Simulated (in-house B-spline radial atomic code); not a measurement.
# Rh²⁺: density, ELF and screening along the radius

Aim: the shell structure of Rh²⁺ in the radial density, the electron localisation function and the screened nuclear charge, under several settings.

Method: several methods, spin-polarised, as named in each step; spherical all-electron atom at the radial basis limit. Code: in-house B-spline radial atomic code version 1.

## (1) The system

| Item | Value |
| --- | --- |
| element | rhodium (Z = 45) |
| charge | +2 |
| electrons | 43 |
| configuration | [Kr] 4d7 |
| nucleus | point (non-relativistic runs) or finite (X2C runs) |

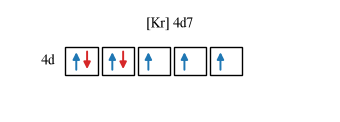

The shells outside the core, filled by Hund's rule for the drawing.

Where spins are not typed, each open shell is filled with up spins first.

## (2) LDA (VWN5), non-rel.

The run's settings:

```ini
Z = 45
electrons = 43.0
configuration = [Kr] 4d7
hamiltonian = nr
method = lda,vwn
spin_polarised = True
```

Run with:

```bash
python run_scf.py task.json out
```

One command runs all members of the session, one after another, from task.json.

Main fields of the result record, rounded:

```text
{
  "status": "converged",
  "scf [iteration, energy, orbital gradient]": [
    [1, -4672.7981729, 0.445],
    [2, -4676.11075027, 0.437],
    [3, -4682.15198553, 0.0749],
    [4, -4682.33955748, 0.0177],
    [5, -4682.3505409, 0.00711],
    [6, -4682.35169194, 0.00221],
    [7, -4682.35174716, 0.00135],
    [8, -4682.35181937, 2.93e-05],
    [9, -4682.35181939, 1.47e-06],
    [10, -4682.35181939, 1.32e-07]
  ],
  "energy [hartree]": {"total": -4682.35181939, "kinetic": 4679.37116154, "nuclear": -11120.6016371, "coulomb": 1889.6100053, "xc": -130.731349123},
  "orbitals [hartree, bohr; first row names the columns]": [
    ["name", "occ", "eps", "<r>", "<r^2>", "<1/r>", "r_max", "density_at_nucleus", "spin_orbit_zeta"],
    ["1s up", 1.0, -821.91121, 0.033882, 0.0015359, 44.438, 0.02242, 28283.0, "-"],
    ["1s down", 1.0, -821.91089, 0.033882, 0.0015359, 44.438, 0.02242, 28283.0, "-"],
    ["2s up", 1.0, -117.59129, 0.14741, 0.025532, 10.072, 0.12484, 2895.5, "-"],
    ["2s down", 1.0, -117.57275, 0.1474, 0.02553, 10.072, 0.12484, 2895.8, "-"],
    ["2p up", 3.0, -109.13974, 0.12602, 0.019336, 10.078, 0.097915, "-", 3.2955],
    ["2p down", 3.0, -109.12546, 0.12601, 0.019334, 10.078, 0.09791, "-", 3.2959],
    ["3s up", 1.0, -21.546149, 0.40385, 0.18646, 3.5465, 0.36348, 529.06, "-"],
    ["3s down", 1.0, -21.533353, 0.40375, 0.18633, 3.547, 0.3635, 529.14, "-"],
    ["3p up", 3.0, -18.196375, 0.39649, 0.18253, 3.4637, 0.35, "-", 0.56209],
    ["3p down", 3.0, -18.182524, 0.39636, 0.18238, 3.4642, 0.35003, "-", 0.56215],
    ["3d up", 5.0, -12.000708, 0.3703, 0.16377, 3.3039, 0.29112, "-", 0.071389],
    ["3d down", 5.0, -11.982411, 0.37014, 0.16358, 3.3045, 0.2912, "-", 0.071397],
    ["4s up", 1.0, -3.6263093, 1.0065, 1.148, 1.3579, 0.90581, 97.653, "-"],
    ["4s down", 1.0, -3.5505826, 1.0053, 1.146, 1.3605, 0.90421, 98.151, "-"],
    ["4p up", 3.0, -2.6031608, 1.0864, 1.3519, 1.2434, 0.95275, "-", 0.090116],
    ["4p down", 3.0, -2.5262856, 1.0861, 1.3523, 1.2451, 0.95093, "-", 0.09049],
    ["4d up", 5.0, -0.99891841, 1.4253, 2.423, 0.93591, 1.1216, "-", 0.0066514],
    ["4d down", 2.0, -0.92600501, 1.4445, 2.503, 0.9276, 1.1219, "-", 0.0065515]
  ],
  "sum_r [bohr^k]": {"-1": 247.1245, "1": 26.55193, "2": 30.80215},
  "density_at_nucleus [bohr^-3]": 63611.08,
  "spin_density_at_nucleus [bohr^-3]": -0.985203,
  "mass_velocity [hartree]": -329.1751,
  "darwin [hartree]": 239.4395,
  "radius_at_0.001 [bohr]": 3.397,
  "radius_enclosing_fraction [bohr]": {"0.5": 0.4011, "0.9": 1.431, "0.99": 2.529},
  "slater [hartree]": {
    "F0(4p up,4p up)": 0.82855,
    "F2(4p up,4p up)": 0.43413,
    "F0(4p up,4p down)": 0.82873,
    "F2(4p up,4p down)": 0.43397,
    "F0(4p up,4d up)": 0.71495,
    "F2(4p up,4d up)": 0.35128,
    "G1(4p up,4d up)": 0.4419,
    "G3(4p up,4d up)": 0.26943,
    "F0(4p up,4d down)": 0.71001,
    "F2(4p up,4d down)": 0.34724,
    "F0(4p down,4p down)": 0.82891,
    "F2(4p down,4p down)": 0.43381,
    "F0(4p down,4d up)": 0.71502,
    "F2(4p down,4d up)": 0.35102,
    "F0(4p down,4d down)": 0.71008,
    "F2(4p down,4d down)": 0.34699,
    "G1(4p down,4d down)": 0.43601,
    "G3(4p down,4d down)": 0.26543,
    "F0(4d up,4d up)": 0.63668,
    "F2(4d up,4d up)": 0.31662,
    "F4(4d up,4d up)": 0.20644,
    "F0(4d up,4d down)": 0.63288,
    "F2(4d up,4d down)": 0.31385,
    "F4(4d up,4d down)": 0.20438,
    "F0(4d down,4d down)": 0.62912,
    "F2(4d down,4d down)": 0.31115,
    "F4(4d down,4d down)": 0.20238
  }
}
```

Wall time 0.5 s (1 thread, shared host).

radius_at_0.001 is where the density falls to 0.001 electrons per bohr³.

Fields along the radius, from the same record (one point in 2):

```
r (bohr)  4πr²n (1/bohr)       ELF  screened charge r·V (e)  reduced gradient s  4πr²(n↑−n↓)
 0.00482           12.04    0.9991                    43.82              0.4199   -0.0001861
 0.00718           21.62    0.9985                    43.26              0.4494   -0.0003342
  0.0107           35.07    0.9964                    42.46              0.4956   -0.0005441
  0.0159           48.96    0.9875                    41.35              0.5670   -0.0007739
  0.0236           55.98    0.9297                    39.85              0.6664   -0.0009264
  0.0352           51.85    0.5954                    37.84              0.7225   -0.0005516
  0.0524           48.91    0.3097                    35.23              0.4776     0.004517
  0.0779           62.67    0.5923                    31.86              0.2837      0.03845
   0.116           69.59    0.7478                    27.78              0.4399       0.1748
   0.172           50.89    0.3750                    23.26              0.5126       0.4556
   0.257           52.10    0.5134                    18.18              0.2177       0.5758
   0.382           49.43    0.7717                    13.30              0.4629       0.1339
   0.568           19.54    0.2682                    9.420              0.7705       0.2352
   0.845           15.22    0.5582                    6.030              0.2505        1.806
    1.26           11.75    0.7326                    3.430              0.5995        2.334
    1.87           3.622    0.3510                    2.304               1.173        1.106
    2.79          0.5281   0.05425                    2.031               2.597       0.1929
    4.14         0.02810  0.001936                    2.001               8.714     0.008943
```

## (3) PBE, non-rel.

The run's settings:

```ini
Z = 45
electrons = 43.0
configuration = [Kr] 4d7
hamiltonian = nr
method = pbe,pbe
spin_polarised = True
```

Result record:

```text
{
  "status": "converged",
  "iterations": 10,
  "energy [hartree]": {"total": -4686.68299666, "kinetic": 4684.65931563, "nuclear": -11126.3872481, "coulomb": 1890.17391458, "xc": -135.128978815},
  "orbitals [hartree, bohr; first row names the columns]": [
    ["name", "occ", "eps", "<r>"],
    ["1s up", 1.0, -822.93789, 0.03385],
    ["1s down", 1.0, -822.93804, 0.03385],
    ["2s up", 1.0, -117.70183, 0.14726],
    ["2s down", 1.0, -117.68298, 0.14726],
    ["2p up", 3.0, -109.17252, 0.12596],
    ["2p down", 3.0, -109.15873, 0.12595],
    ["3s up", 1.0, -21.578985, 0.40302],
    ["3s down", 1.0, -21.570225, 0.40296],
    ["3p up", 3.0, -18.203112, 0.3959],
    ["3p down", 3.0, -18.192793, 0.39583],
    ["3d up", 5.0, -11.984728, 0.36999],
    ["3d down", 5.0, -11.968304, 0.36991],
    ["4s up", 1.0, -3.6271128, 1.0076],
    ["4s down", 1.0, -3.5463807, 1.0056],
    ["4p up", 3.0, -2.6007592, 1.0875],
    ["4p down", 3.0, -2.5176888, 1.0862],
    ["4d up", 5.0, -0.99310277, 1.4233],
    ["4d down", 2.0, -0.91231522, 1.4432]
  ],
  "sum_r [bohr^k]": {"-1": 247.2531, "1": 26.53571, "2": 30.75076}
}
```

It took 0.25 s on 1 thread, shared host.

Fields along the radius, from the same record (one point in 4):

```csv
r (bohr),4πr²n (1/bohr),ELF,screened charge r·V (e),reduced gradient s,4πr²(n↑−n↓)
0.00482,12.07,0.9992,43.82,0.4199,-0.0002172
0.0107,35.14,0.9964,42.46,0.4957,-0.0006347
0.0236,56.02,0.9297,39.85,0.6670,-0.001103
0.0523,48.86,0.3090,35.24,0.4790,0.003780
0.116,69.63,0.7483,27.78,0.4404,0.1730
0.256,51.99,0.5086,18.23,0.2160,0.5742
0.568,19.44,0.2666,9.419,0.7767,0.2216
1.26,11.81,0.7341,3.422,0.5999,2.360
2.78,0.5315,0.05415,2.032,2.573,0.1920
```

## (4) Hartree-Fock, non-rel.

The run's settings:

```ini
Z = 45
electrons = 43.0
configuration = [Kr] 4d7
hamiltonian = nr
method = hf
spin_polarised = True
```

Result record:

```text
{
  "status": "converged",
  "iterations": 11,
  "energy [hartree]": {"total": -4685.04002235, "kinetic": 4685.04000437, "nuclear": -11127.1026182, "coulomb": 1890.11981348, "exact_exchange": -133.097221974},
  "orbitals [hartree, bohr; first row names the columns]": [
    ["name", "occ", "eps", "<r>"],
    ["1s up", 1.0, -834.82478, 0.033844],
    ["1s down", 1.0, -834.82553, 0.033844],
    ["2s up", 1.0, -122.36995, 0.147],
    ["2s down", 1.0, -122.3333, 0.14698],
    ["2p up", 3.0, -113.19189, 0.12603],
    ["2p down", 3.0, -113.15689, 0.126],
    ["3s up", 1.0, -23.674368, 0.40041],
    ["3s down", 1.0, -23.658681, 0.40024],
    ["3p up", 3.0, -19.977475, 0.39395],
    ["3p down", 3.0, -19.957447, 0.39375],
    ["3d up", 5.0, -13.232634, 0.36856],
    ["3d down", 5.0, -13.18428, 0.36914],
    ["4s up", 1.0, -4.3758349, 1.0156],
    ["4s down", 1.0, -4.1743565, 1.0101],
    ["4p up", 3.0, -3.1815865, 1.0953],
    ["4p down", 3.0, -2.9271929, 1.0914],
    ["4d up", 5.0, -1.2522464, 1.4064],
    ["4d down", 2.0, -1.1286946, 1.4441]
  ],
  "sum_r [bohr^k]": {"-1": 247.2689, "1": 26.47576, "2": 30.42861}
}
```

Run time: 0.44 s. Hardware: 1 thread, shared host.

The record's radial tables, every 4th point:

```
r (bohr)  4πr²n (1/bohr)      ELF  screened charge r·V (e)  reduced gradient s  4πr²(n↑−n↓)
 0.00482           12.07   0.9992                    43.82              0.4196   -0.0004195
  0.0107           35.15   0.9965                    42.46              0.4953    -0.001223
  0.0236           56.05   0.9302                    39.85              0.6672    -0.002201
  0.0523           48.81   0.3075                    35.24              0.4790    0.0004887
   0.116           69.69   0.7502                    27.78              0.4407       0.1755
   0.257           52.15   0.5140                    18.17              0.2134       0.5862
   0.568           19.26   0.2608                    9.421              0.7901       0.1955
    1.26           11.96   0.7391                    3.403              0.5932        2.448
    2.78          0.4987  0.04925                    2.027               2.727       0.1635
```

## (5) LDA (VWN5), X2C

The run's settings:

```ini
Z = 45
electrons = 43.0
configuration = [Kr] 4d7
hamiltonian = x2c
method = lda,vwn
spin_polarised = True
nucleus = fermi
rms_radius = 4.4945
mass_number = 103
atomic_mass = 102.905494081
speed_of_light = 137.035999084
```

Result record:

```text
{
  "status": "converged",
  "iterations": 10,
  "energy [hartree]": {"total": -4777.4976481, "kinetic": 4979.13921022, "nuclear": -11539.2770222, "coulomb": 1916.7522277, "xc": -134.112063808},
  "orbitals [hartree, bohr; first row names the columns]": [
    ["name", "occ", "eps", "<r>"],
    ["1s up", 1.0, -844.90244, 0.032136],
    ["1s down", 1.0, -844.90222, 0.032136],
    ["2s up", 1.0, -123.20744, 0.14165],
    ["2s down", 1.0, -123.18987, 0.14164],
    ["2p up", 3.0, -110.62575, 0.12355],
    ["2p down", 3.0, -110.61195, 0.12354],
    ["3s up", 1.0, -22.642468, 0.3913],
    ["3s down", 1.0, -22.630105, 0.39123],
    ["3p up", 3.0, -18.500276, 0.39091],
    ["3p down", 3.0, -18.486832, 0.3908],
    ["3d up", 5.0, -11.834366, 0.37076],
    ["3d down", 5.0, -11.816453, 0.37061],
    ["4s up", 1.0, -3.8319425, 0.97773],
    ["4s down", 1.0, -3.7583817, 0.97619],
    ["4p up", 3.0, -2.6547404, 1.0746],
    ["4p down", 3.0, -2.5787489, 1.0738],
    ["4d up", 5.0, -0.98628136, 1.4389],
    ["4d down", 2.0, -0.91335461, 1.4584]
  ],
  "sum_r [bohr^k]": {"-1": 260.3256, "1": 26.43386, "2": 30.78351}
}
```

Wall time 0.35 s (1 thread, shared host).

The record's radial tables, every 4th point:

| r (bohr) | 4πr²n (1/bohr) | ELF | screened charge r·V (e) | reduced gradient s | 4πr²(n↑−n↓) |
| --- | --- | --- | --- | --- | --- |
| 0.00484 | 16.85 | 0.9992 | 43.76 | 0.5709 | -0.0002937 |
| 0.0107 | 41.27 | 0.9960 | 42.37 | 0.5660 | -0.0007113 |
| 0.0237 | 57.48 | 0.9053 | 39.71 | 0.7069 | -0.001072 |
| 0.0526 | 50.08 | 0.3158 | 35.05 | 0.4387 | 0.004399 |
| 0.117 | 69.25 | 0.7419 | 27.55 | 0.4671 | 0.1798 |
| 0.258 | 52.89 | 0.5431 | 18.03 | 0.2136 | 0.5625 |
| 0.572 | 19.00 | 0.2488 | 9.309 | 0.7491 | 0.2374 |
| 1.27 | 11.33 | 0.7132 | 3.397 | 0.6168 | 2.308 |
| 2.81 | 0.5261 | 0.05450 | 2.032 | 2.569 | 0.1946 |

## (6) PBE, X2C

Settings: those of step 5 with these lines changed.

```diff
@@ -4,3 +4,3 @@
 hamiltonian = x2c
-method = lda,vwn
+method = pbe,pbe
 spin_polarised = True
```

Result record:

```text
{
  "status": "converged",
  "iterations": 10,
  "energy [hartree]": {"total": -4782.29617272, "kinetic": 4985.93207147, "nuclear": -11546.6247241, "coulomb": 1917.38468093, "xc": -138.988200979},
  "orbitals [hartree, bohr; first row names the columns]": [
    ["name", "occ", "eps", "<r>"],
    ["1s up", 1.0, -846.05029, 0.0321],
    ["1s down", 1.0, -846.05052, 0.0321],
    ["2s up", 1.0, -123.34072, 0.14149],
    ["2s down", 1.0, -123.32297, 0.14149],
    ["2p up", 3.0, -110.65829, 0.12349],
    ["2p down", 3.0, -110.64495, 0.12348],
    ["3s up", 1.0, -22.681945, 0.39051],
    ["3s down", 1.0, -22.673163, 0.39048],
    ["3p up", 3.0, -18.507855, 0.39033],
    ["3p down", 3.0, -18.497778, 0.39028],
    ["3d up", 5.0, -11.817148, 0.37045],
    ["3d down", 5.0, -11.801169, 0.37038],
    ["4s up", 1.0, -3.830663, 0.97916],
    ["4s down", 1.0, -3.752739, 0.97671],
    ["4p up", 3.0, -2.6517813, 1.0758],
    ["4p down", 3.0, -2.5696915, 1.0739],
    ["4d up", 5.0, -0.98040117, 1.4365],
    ["4d down", 2.0, -0.89928742, 1.4569]
  ],
  "sum_r [bohr^k]": {"-1": 260.5015, "1": 26.41656, "2": 30.72913}
}
```

Run time: 0.37 s. Hardware: 1 thread, shared host.

Fields along the radius, from the same record (one point in 4):

| r (bohr) | 4πr²n (1/bohr) | ELF | screened charge r·V (e) | reduced gradient s | 4πr²(n↑−n↓) |
| --- | --- | --- | --- | --- | --- |
| 0.00483 | 16.86 | 0.9992 | 43.76 | 0.5713 | -0.0003458 |
| 0.0107 | 41.36 | 0.9960 | 42.37 | 0.5662 | -0.0008390 |
| 0.0237 | 57.52 | 0.9052 | 39.71 | 0.7076 | -0.001291 |
| 0.0526 | 50.06 | 0.3153 | 35.05 | 0.4381 | 0.003557 |
| 0.117 | 69.28 | 0.7424 | 27.55 | 0.4677 | 0.1782 |
| 0.258 | 52.92 | 0.5437 | 18.02 | 0.2119 | 0.5595 |
| 0.572 | 18.89 | 0.2469 | 9.308 | 0.7550 | 0.2232 |
| 1.27 | 11.39 | 0.7149 | 3.389 | 0.6174 | 2.334 |
| 2.81 | 0.5184 | 0.05321 | 2.032 | 2.567 | 0.1895 |

## (7) Results

| run | total energy (hartree) | highest level (eV) | radius holding 50 / 90 / 99 % (bohr) | radius at n = 0.001 (bohr) | ELF minima on the full grid (bohr) |
| --- | --- | --- | --- | --- | --- |
| LDA (VWN5), non-rel. | -4682.3518 | -25.198 | 0.401 / 1.43 / 2.53 | 3.40 | 0.052, 0.21, 0.69 |
| PBE, non-rel. | -4686.6830 | -24.825 | 0.401 / 1.43 / 2.52 | 3.40 | 0.052, 0.21, 0.69 |
| Hartree-Fock, non-rel. | -4685.0400 | -30.713 | 0.401 / 1.43 / 2.48 | 3.35 | 0.052, 0.21, 0.69 |
| LDA (VWN5), X2C | -4777.4976 | -24.854 | 0.398 / 1.43 / 2.55 | 3.42 | 0.053, 0.21, 0.70 |
| PBE, X2C | -4782.2962 | -24.471 | 0.397 / 1.43 / 2.55 | 3.42 | 0.053, 0.21, 0.70 |

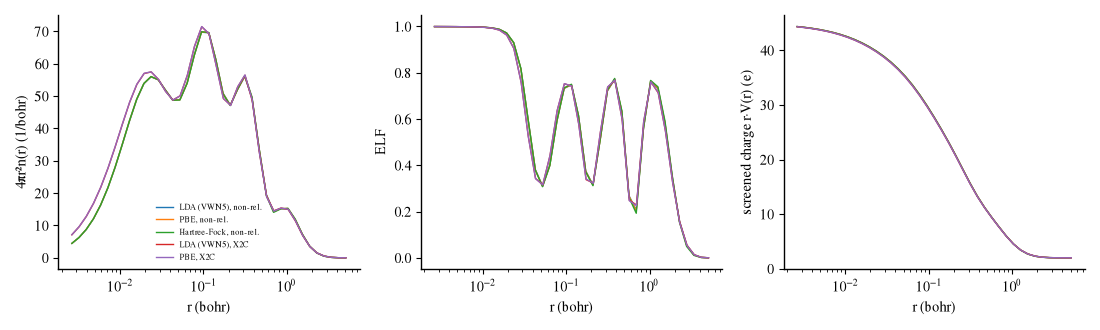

Radial density, ELF and screened nuclear charge of all runs.

**Reading.** In the first run ELF has 3 minima on the grid, which mark the borders between shells. On the record's full grid the screened charge (r times the electrostatic potential) falls from 44.9 near the nucleus to 2.00 at 5.1 bohr; far out it tends to the net charge, 2. The radius that holds 99 % of the electrons runs from 2.48 bohr (Hartree-Fock, non-rel.) to 2.55 bohr (LDA (VWN5), X2C). The grid is coarse (about 22 % a step), so the places of minima are rough. For X2C runs ELF uses the non-relativistic kinetic energy density, and the fields carry no picture-change correction.

Members of this set that are not shown: 5 used exact exchange with fractional occupations of an open shell, which is unsound here.
